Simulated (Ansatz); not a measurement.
Complex (SMILES): F (HF) with S (H2S), atoms 1 to 2 the first; geometry from B3LYP-D3(BJ)/def2-TZVP, monomers rigid:
```xyz
5

F      1.0514    -0.0999    -0.0372
H      0.2433     0.3752     0.0204
S     -1.5978     1.6545     0.0327
H     -1.5779     1.8425    -1.2976
H     -0.9121     2.7859     0.2673
```

Basis-set convergence of the counterpoise-corrected interaction energy at PBE with Ansatz (a program for electronic structure). Cartesian d functions, on some or all atoms, in 6-31G*; all else is spherical. The program fits the integrals of some runs and decomposes those of others, by size. No added dispersion term, no relativity. Functions are those of the species that has most. Reference: the value in aug-pcseg-3, -6.34 kcal/mol. Deviations are taken from unrounded values.

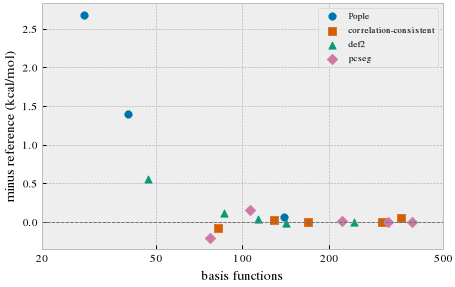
*Deviation from the reference against the number of basis functions, by family of sets.*

| basis | functions | counterpoise-corrected interaction energy (kcal/mol) | minus reference (kcal/mol) |
|---|---|---|---|
| 3-21G | 28 | -3.66 | 2.68 |
| 6-31G* | 40 | -4.95 | 1.39 |
| def2-SVP | 47 | -5.79 | 0.56 |
| aug-pcseg-1 | 77 | -6.55 | -0.21 |
| aug-cc-pV(D+d)Z | 82 | -6.42 | -0.08 |
| def2-TZVP | 86 | -6.24 | 0.11 |
| pcseg-2 | 106 | -6.19 | 0.15 |
| def2-TZVPD | 113 | -6.31 | 0.03 |
| jun-cc-pV(T+d)Z | 129 | -6.33 | 0.02 |
| 6-311++G(3df,3pd) | 140 | -6.28 | 0.07 |
| def2-TZVPPD | 142 | -6.36 | -0.01 |
| aug-cc-pV(T+d)Z | 170 | -6.34 | 0.00 |
| pcseg-3 | 223 | -6.34 | 0.01 |
| def2-QZVPPD | 244 | -6.35 | 0.00 |
| aug-cc-pV(Q+d)Z | 307 | -6.35 | -0.01 |
| aug-pcseg-3 | 321 | -6.34 | 0.00 |
| cc-pV(5+d)Z | 356 | -6.29 | 0.06 |
| pcseg-4 | 389 | -6.35 | -0.01 |
